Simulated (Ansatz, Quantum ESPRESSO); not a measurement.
# Ballistic transmission: vacuum gap of 4.0 Å between two Pt(100) faces, part 2 of 4

Wanted: the transmission near the Fermi level and the conductance of this junction: vacuum gap of 4.0 Å between two Pt(100) faces.

Quantum ESPRESSO 7.5; plane-wave DFT, PBE, GBRV ultrasoft pseudopotentials; cross-check by Ansatz 0.2.0 with PAW datasets.

So far. Step 2 (SCF with pw.x): The run needed 15 iterations to bring the estimated error under 1e-07 Ry; the largest force on any atom, held or free, is 0.32 eV/Å.

## (3) Transmission with pwcond.x

Level of this step: transmission by pwcond, lead and junction from one cell; plane-wave DFT, PBE, GBRV ultrasoft pseudopotentials (Quantum ESPRESSO).

prefixt takes both regions from one run: the lead from 0 to bdl, the scattering region from bdl to bds (units of alat). ikind = 1 puts the same lead on both sides. The program's T_tot counts both spins in a run without spin; the tables below give T per spin.

The input, cond.in:

```
&inputcond
  outdir = './out'
  prefixt = 'scf'
  tran_file = 'cond.dat'
  bdl = 2.8284271247
  bds = 12.0315020325
  ikind = 1
  ewind = 4.0
  epsproj = 1e-05
  nz1 = 7
  energy0 = 0.4
  denergy = -0.4
/
15
  0.00000000 0.00000000 0.01562500
  0.00000000 0.12500000 0.06250000
  0.00000000 0.25000000 0.06250000
  0.00000000 0.37500000 0.06250000
  0.00000000 0.50000000 0.03125000
  0.12500000 0.12500000 0.06250000
  0.12500000 0.25000000 0.12500000
  0.12500000 0.37500000 0.12500000
  0.12500000 0.50000000 0.06250000
  0.25000000 0.25000000 0.06250000
  0.25000000 0.37500000 0.12500000
  0.25000000 0.50000000 0.06250000
  0.37500000 0.37500000 0.06250000
  0.37500000 0.50000000 0.06250000
  0.50000000 0.50000000 0.01562500
3
```

Started as:

```console
OMP_NUM_THREADS=1 mpirun -n 4 pwcond.x -in cond.in > cond.out
```

Output:

```text
[banner, memory and clock lines left out]
Program PWCOND v.7.5 starts

          URL

     ./out/scf.save/

     IMPORTANT: XC functional enforced from input :
     Exchange-correlation= PBE
                           (   1   4   3   4   0   0   0)
     Any further DFT definition will be discarded
     Please, verify this is what you really want

     negative rho (up, down):  2.888E+00 0.000E+00
     Reading collected, re-writing distributed wavefunctions

===== INPUT FILE containing all the regions =====

     GEOMETRY:

     lattice parameter (alat)  =       5.3049  a.u.
     the volume                =    1796.1515 (a.u.)^3
     the cross section         =      28.1416 (a.u.)^2
     l of the unit cell        =      12.0315 (alat)
     number of atoms/cell      =           16
     number of atomic types    =            1

     crystal axes: (cart. coord. in units of alat)
               a(1) = (  1.0000  0.0000  0.0000 )
               a(2) = (  0.0000  1.0000  0.0000 )
               a(3) = (  0.0000  0.0000 12.0315 )

   Cartesian axes

     site n.     atom                  positions (alat units)
          1        Pt     tau(  1)=(  0.0000  0.0000 12.0315  )
          2        Pt     tau(  2)=(  0.5000  0.5000  0.7071  )
          3        Pt     tau(  3)=(  0.0000  0.0000  1.4142  )
          4        Pt     tau(  4)=(  0.5000  0.5000  2.1213  )
          5        Pt     tau(  5)=(  0.0000  0.0000  2.8284  )
          6        Pt     tau(  6)=(  0.5000  0.5000  3.5355  )
          7        Pt     tau(  7)=(  0.0000  0.0000  4.2426  )
          8        Pt     tau(  8)=(  0.5000  0.5000  4.9497  )
          9        Pt     tau(  9)=(  0.0000  0.0000  6.3746  )
         10        Pt     tau( 10)=(  0.5000  0.5000  7.0818  )
         11        Pt     tau( 11)=(  0.0000  0.0000  7.7889  )
         12        Pt     tau( 12)=(  0.5000  0.5000  8.4960  )
         13        Pt     tau( 13)=(  0.0000  0.0000  9.2031  )
         14        Pt     tau( 14)=(  0.5000  0.5000  9.9102  )
         15        Pt     tau( 15)=(  0.0000  0.0000 10.6173  )
         16        Pt     tau( 16)=(  0.5000  0.5000 11.3244  )

     nr1s                      =           24
     nr2s                      =           24
     nr3s                      =          270
     nr1sx                     =           24
     nr2sx                     =           24
     nr3sx                     =          270
     nr1                       =           24
     nr2                       =           24
     nr3                       =          288
     nr1x                      =           24
     nr2x                      =           24
     nr3x                      =          288

 _______________________________
  Radii of nonlocal spheres:

     type       ibeta     ang. mom.          radius (alat units)
       Pt         1         0                    0.4683
       Pt         2         0                    0.4683
       Pt         3         1                    0.4683
       Pt         4         1                    0.4683
       Pt         5         2                    0.4683
       Pt         6         2                    0.4683
----- General information -----

--- T calc. with identical leads (ikind=1) ---

     nrx                       =           24
     nry                       =           24
     nz1                       =            7

     energy0               =         4.0E-01
     denergy               =        -4.0E-01
     nenergy               =          3
     ecut2d                =         4.0E+01
     ewind                 =         4.0E+00
     epsproj               =         1.0E-05

     number of k_|| points=   15
                       cryst. coord.
        k(    1) = (   0.0000000   0.0000000), wk =   0.0156250
        k(    2) = (   0.0000000   0.1250000), wk =   0.0625000
        k(    3) = (   0.0000000   0.2500000), wk =   0.0625000
        k(    4) = (   0.0000000   0.3750000), wk =   0.0625000
        k(    5) = (   0.0000000   0.5000000), wk =   0.0312500
        k(    6) = (   0.1250000   0.1250000), wk =   0.0625000
        k(    7) = (   0.1250000   0.2500000), wk =   0.1250000
        k(    8) = (   0.1250000   0.3750000), wk =   0.1250000
        k(    9) = (   0.1250000   0.5000000), wk =   0.0625000
        k(   10) = (   0.2500000   0.2500000), wk =   0.0625000
        k(   11) = (   0.2500000   0.3750000), wk =   0.1250000
        k(   12) = (   0.2500000   0.5000000), wk =   0.0625000
        k(   13) = (   0.3750000   0.3750000), wk =   0.0625000
        k(   14) = (   0.3750000   0.5000000), wk =   0.0625000
        k(   15) = (   0.5000000   0.5000000), wk =   0.0156250
----- Information about left/right lead -----

     nocros                   =           18
     noins                    =           54
     norb                     =           90
     norbf                    =          234
     nrz                      =           63

      iorb      type   ibeta   ang. mom.   m       position (alat)
        1        1       1        0        1   taunew(   1)=(  0.0000  0.0000  0.0000)
        2        1       2        0        1   taunew(   2)=(  0.0000  0.0000  0.0000)
        3        1       3        1        1   taunew(   3)=(  0.0000  0.0000  0.0000)
        4        1       3        1        2   taunew(   4)=(  0.0000  0.0000  0.0000)
        5        1       3        1        3   taunew(   5)=(  0.0000  0.0000  0.0000)
        6        1       4        1        1   taunew(   6)=(  0.0000  0.0000  0.0000)
        7        1       4        1        2   taunew(   7)=(  0.0000  0.0000  0.0000)
        8        1       4        1        3   taunew(   8)=(  0.0000  0.0000  0.0000)
        9        1       5        2        1   taunew(   9)=(  0.0000  0.0000  0.0000)
       10        1       5        2        2   taunew(  10)=(  0.0000  0.0000  0.0000)
       11        1       5        2        3   taunew(  11)=(  0.0000  0.0000  0.0000)
       12        1       5        2        4   taunew(  12)=(  0.0000  0.0000  0.0000)
       13        1       5        2        5   taunew(  13)=(  0.0000  0.0000  0.0000)
       14        1       6        2        1   taunew(  14)=(  0.0000  0.0000  0.0000)
       15        1       6        2        2   taunew(  15)=(  0.0000  0.0000  0.0000)
       16        1       6        2        3   taunew(  16)=(  0.0000  0.0000  0.0000)
       17        1       6        2        4   taunew(  17)=(  0.0000  0.0000  0.0000)
       18        1       6        2        5   taunew(  18)=(  0.0000  0.0000  0.0000)
       19        1       1        0        1   taunew(  19)=(  0.5000  0.5000  0.7071)
[...]
-0.3184263   0.0000010   0.4000000
 Left moving states:
   k1(2pi/a)   k2(2pi/a)   E-Ef (eV)
   0.1243167  -0.0000009   0.4000000
   0.1243167  -0.0000009   0.4000000
   0.3184263   0.0000010   0.4000000

 to transmit
 Band j to band i transmissions and reflections:
    j         i     |T_ij|^2    |R_ij|^2

    1 -->     1     0.00291     0.44926
    1 -->     2     0.00000     0.54784
    1 -->     3     0.00000     0.00000
   Total T_j, R_j =    0.00291  0.99709

    2 -->     1     0.00000     0.54784
    2 -->     2     0.00291     0.44926
    2 -->     3     0.00000     0.00000
   Total T_j, R_j =    0.00291  0.99709

    3 -->     1     0.00000     0.00000
    3 -->     2     0.00000     0.00000
    3 -->     3     0.79442     0.20558
   Total T_j, R_j =    0.79442  0.20558

E-Ef(ev), T(x2 spins) =    0.4000000   1.6004704
---  E-Ef =    0.0000000  k =    0.0000000   0.0000000
---  ie =          2  ik =          1
 Nchannels of the left tip =            4
 Right moving states:
   k1(2pi/a)   k2(2pi/a)   E-Ef (eV)
  -0.1332609  -0.0000014   0.0000000
  -0.3452869  -0.0000009   0.0000000
  -0.3452869  -0.0000009   0.0000000
  -0.3733538   0.0000009   0.0000000
 Left moving states:
   k1(2pi/a)   k2(2pi/a)   E-Ef (eV)
   0.1332609  -0.0000014   0.0000000
   0.3452869  -0.0000009   0.0000000
   0.3452869  -0.0000009   0.0000000
   0.3733538   0.0000009   0.0000000

 to transmit
 Band j to band i transmissions and reflections:
    j         i     |T_ij|^2    |R_ij|^2

    1 -->     1     0.00000     1.00000
    1 -->     2     0.00000     0.00000
    1 -->     3     0.00000     0.00000
    1 -->     4     0.00000     0.00000
   Total T_j, R_j =    0.00000  1.00000

    2 -->     1     0.00000     0.00000
    2 -->     2     0.00407     0.00377
    2 -->     3     0.00000     0.99216
    2 -->     4     0.00000     0.00000
   Total T_j, R_j =    0.00407  0.99593

    3 -->     1     0.00000     0.00000
    3 -->     2     0.00000     0.99216
    3 -->     3     0.00407     0.00377
    3 -->     4     0.00000     0.00000
   Total T_j, R_j =    0.00407  0.99593

    4 -->     1     0.00000     0.00000
    4 -->     2     0.00000     0.00000
    4 -->     3     0.00000     0.00000
    4 -->     4     0.69829     0.30171
   Total T_j, R_j =    0.69829  0.30171

E-Ef(ev), T(x2 spins) =    0.0000000   1.4128635
---  E-Ef =   -0.4000000  k =    0.0000000   0.0000000
---  ie =          3  ik =          1
 Nchannels of the left tip =            4
 Right moving states:
   k1(2pi/a)   k2(2pi/a)   E-Ef (eV)
   0.3352284  -0.0000013  -0.4000000
  -0.4280037   0.0000007  -0.4000000
  -0.4908255  -0.0000009  -0.4000000
  -0.4908255  -0.0000009  -0.4000000
 Left moving states:
   k1(2pi/a)   k2(2pi/a)   E-Ef (eV)
  -0.3352284  -0.0000013  -0.4000000
   0.4280037   0.0000007  -0.4000000
   0.4908255  -0.0000009  -0.4000000
   0.4908255  -0.0000009  -0.4000000

 to transmit
 Band j to band i transmissions and reflections:
    j         i     |T_ij|^2    |R_ij|^2

    1 -->     1     0.00000     1.00000
    1 -->     2     0.00000     0.00000
    1 -->     3     0.00000     0.00000
    1 -->     4     0.00000     0.00000
   Total T_j, R_j =    0.00000  1.00000

    2 -->     1     0.00000     0.00000
    2 -->     2     0.62928     0.37072
    2 -->     3     0.00000     0.00000
    2 -->     4     0.00000     0.00000
   Total T_j, R_j =    0.62928  0.37072

    3 -->     1     0.00000     0.00000
    3 -->     2     0.00000     0.00000
    3 -->     3     0.00153     0.00576
    3 -->     4     0.00000     0.99271
   Total T_j, R_j =    0.00153  0.99847

    4 -->     1     0.00000     0.00000
    4 -->     2     0.00000     0.00000
    4 -->     3     0.00000     0.99271
    4 -->     4     0.00153     0.00576
   Total T_j, R_j =    0.00153  0.99847

E-Ef(ev), T(x2 spins) =   -0.4000000   1.2647014
 ngper, shell number =           91          45
 ngper, n2d =           91          69
[... further energies and points left out ...]
---  E-Ef =    0.4000000  k =    0.5000000   0.5000000
---  ie =          1  ik =         15
 Nchannels of the left tip =            2
 Right moving states:
   k1(2pi/a)   k2(2pi/a)   E-Ef (eV)
  -0.0473252  -0.0000010   0.4000000
  -0.0473252  -0.0000010   0.4000000
 Left moving states:
   k1(2pi/a)   k2(2pi/a)   E-Ef (eV)
   0.0473252  -0.0000010   0.4000000
   0.0473252  -0.0000010   0.4000000

 to transmit
 Band j to band i transmissions and reflections:
    j         i     |T_ij|^2    |R_ij|^2

    1 -->     1     0.00428     0.99570
    1 -->     2     0.00000     0.00002
   Total T_j, R_j =    0.00428  0.99572

    2 -->     1     0.00000     0.00002
    2 -->     2     0.00428     0.99570
   Total T_j, R_j =    0.00428  0.99572

E-Ef(ev), T(x2 spins) =    0.4000000   0.0171214
---  E-Ef =    0.0000000  k =    0.5000000   0.5000000
---  ie =          2  ik =         15
 Nchannels of the left tip =            4
 Right moving states:
   k1(2pi/a)   k2(2pi/a)   E-Ef (eV)
  -0.0574011  -0.0000043   0.0000000
  -0.0595053  -0.0000006   0.0000000
  -0.1435291  -0.0000010   0.0000000
  -0.1435291  -0.0000010   0.0000000
 Left moving states:
   k1(2pi/a)   k2(2pi/a)   E-Ef (eV)
   0.0574011  -0.0000043   0.0000000
   0.0595053  -0.0000006   0.0000000
   0.1435291  -0.0000010   0.0000000
   0.1435291  -0.0000010   0.0000000

 to transmit
 Band j to band i transmissions and reflections:
    j         i     |T_ij|^2    |R_ij|^2

    1 -->     1     0.00366     0.99634
    1 -->     2     0.00000     0.00000
    1 -->     3     0.00000     0.00000
    1 -->     4     0.00000     0.00000
   Total T_j, R_j =    0.00366  0.99634

    2 -->     1     0.00000     0.00000
    2 -->     2     0.00336     0.99664
    2 -->     3     0.00000     0.00000
    2 -->     4     0.00000     0.00000
   Total T_j, R_j =    0.00336  0.99664

    3 -->     1     0.00000     0.00000
    3 -->     2     0.00000     0.00000
    3 -->     3     0.01211     0.98781
    3 -->     4     0.00000     0.00008
   Total T_j, R_j =    0.01211  0.98789

    4 -->     1     0.00000     0.00000
    4 -->     2     0.00000     0.00000
    4 -->     3     0.00000     0.00008
    4 -->     4     0.01211     0.98781
   Total T_j, R_j =    0.01211  0.98789

E-Ef(ev), T(x2 spins) =    0.0000000   0.0624870
---  E-Ef =   -0.4000000  k =    0.5000000   0.5000000
---  ie =          3  ik =         15
 Nchannels of the left tip =            4
 Right moving states:
   k1(2pi/a)   k2(2pi/a)   E-Ef (eV)
  -0.2178831  -0.0000010  -0.4000000
  -0.2178831  -0.0000010  -0.4000000
  -0.3491918  -0.0000038  -0.4000000
  -0.3496271  -0.0000006  -0.4000000
 Left moving states:
   k1(2pi/a)   k2(2pi/a)   E-Ef (eV)
   0.2178831  -0.0000010  -0.4000000
   0.2178831  -0.0000010  -0.4000000
   0.3491918  -0.0000038  -0.4000000
   0.3496271  -0.0000006  -0.4000000

 to transmit
 Band j to band i transmissions and reflections:
    j         i     |T_ij|^2    |R_ij|^2

    1 -->     1     0.01211     0.98780
    1 -->     2     0.00000     0.00008
    1 -->     3     0.00000     0.00000
    1 -->     4     0.00000     0.00000
   Total T_j, R_j =    0.01211  0.98789

    2 -->     1     0.00000     0.00008
    2 -->     2     0.01211     0.98780
    2 -->     3     0.00000     0.00000
    2 -->     4     0.00000     0.00000
   Total T_j, R_j =    0.01211  0.98789

    3 -->     1     0.00000     0.00000
    3 -->     2     0.00000     0.00000
    3 -->     3     0.01985     0.98015
    3 -->     4     0.00000     0.00000
   Total T_j, R_j =    0.01985  0.98015

    4 -->     1     0.00000     0.00000
    4 -->     2     0.00000     0.00000
    4 -->     3     0.00000     0.00000
    4 -->     4     0.01966     0.98034
   Total T_j, R_j =    0.01966  0.98034

E-Ef(ev), T(x2 spins) =   -0.4000000   0.1274823
   T_tot     0.40000      0.45211E+00
   T_tot     0.00000      0.53002E+00
   T_tot    -0.40000      0.80250E+00

Note: The following floating-point exceptions are signalling: IEEE_UNDERFLOW_FLAG
Note: The following floating-point exceptions are signalling: IEEE_UNDERFLOW_FLAG
Note: The following floating-point exceptions are signalling: IEEE_UNDERFLOW_FLAG
Note: The following floating-point exceptions are signalling: IEEE_UNDERFLOW_FLAG
```

It took 58 s on 4 MPI ranks of Arm Neoverse V2, shared host; peak memory 0.26 GiB; 3.9 min of CPU time.

Numbers from this step:

* lead channels at the Fermi level, one spin: 2.375
* transmission at the Fermi level, one spin: 0.2650
* conductance: 0.2650 G₀

Per spin; mean over the k mesh across the current. Open channels, zone mean against energy, zero at the Fermi level:

| energy (eV) | open channels, zone mean |
| --- | --- |
| -0.400 | 2.75 |
| 0.000 | 2.38 |
| 0.400 | 1.08 |

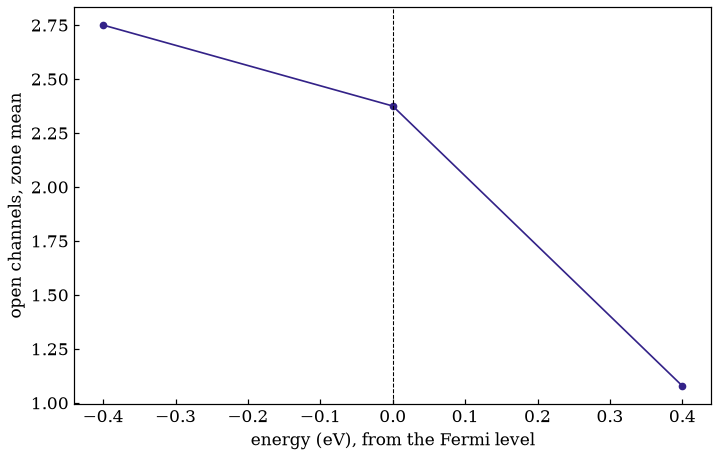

Open channels, zone mean against energy.

Per spin; mean over the k mesh across the current. The transmission, zone mean by energy, zero at the Fermi level:

| energy (eV) | transmission, zone mean |
| --- | --- |
| -0.400 | 0.401 |
| 0.000 | 0.265 |
| 0.400 | 0.226 |

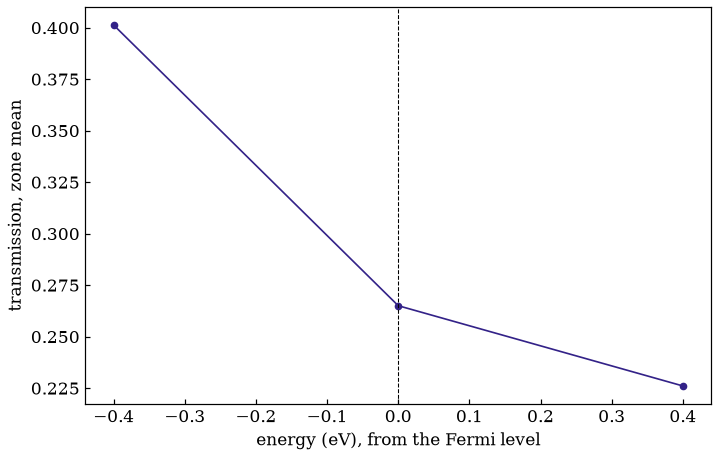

Transmission, zone mean against energy.

At 0.000 eV; k in fractions of b1, b2. Transmission by k point:

| k1 | k2 | weight | t | channels |
| --- | --- | --- | --- | --- |
| 0 | 0 | 0.01562 | 0.7064 | 4 |
| 0 | 0.125 | 0.0625 | 0.8044 | 2 |
| 0 | 0.25 | 0.0625 | 0.4904 | 3 |
| 0 | 0.375 | 0.0625 | 0.3023 | 4 |
| 0 | 0.5 | 0.03125 | 0.001874 | 2 |
| 0.125 | 0.125 | 0.0625 | 0.6617 | 2 |
| 0.125 | 0.25 | 0.125 | 0.4805 | 2 |
| 0.125 | 0.375 | 0.125 | 0.09409 | 2 |
| 0.125 | 0.5 | 0.0625 | 0.03084 | 4 |
| 0.25 | 0.25 | 0.0625 | 0.3195 | 2 |
| 0.25 | 0.375 | 0.125 | 0.1081 | 2 |
| 0.25 | 0.5 | 0.0625 | 0.03933 | 4 |
| 0.375 | 0.375 | 0.0625 | 0.04084 | 2 |
| 0.375 | 0.5 | 0.0625 | 0 | 0 |
| 0.5 | 0.5 | 0.01562 | 0.03124 | 4 |

The program's own clock; routines nest. Time by routine:

| routine | wall time (s) | calls |
| --- | --- | --- |
| PWCOND | 57.47 | 1 |
| scatter_forw | 48.45 | 90 |
| local | 3.51 | 15 |
| compbs | 3.4 | 45 |
| compbs_2 | 2.77 | 45 |
| init | 0.43 | 1 |
| poten | 0.04 | 1 |

The run is unpolarised; a magnetic state was not tried, may lie lower and would change T.

At no point does T exceed the number of channels.

(Part 2 of 4 ends here.)

[Logs are printed without paths, hosts, clocks, repeated set-up lines and the standing remarks that a program may print on its own settings, such as how far it seeks lower states.]

[Hosts, paths, dates, database ids (printed as entryN), source tags and the programs' standing remarks are cut or masked in the printed files.]

[Maps of the electrostatic potential energy from Ansatz leave out the sawtooth potential of an applied field or a dipole correction, so their vacuum need not be flat; planar profiles and work functions include it.]
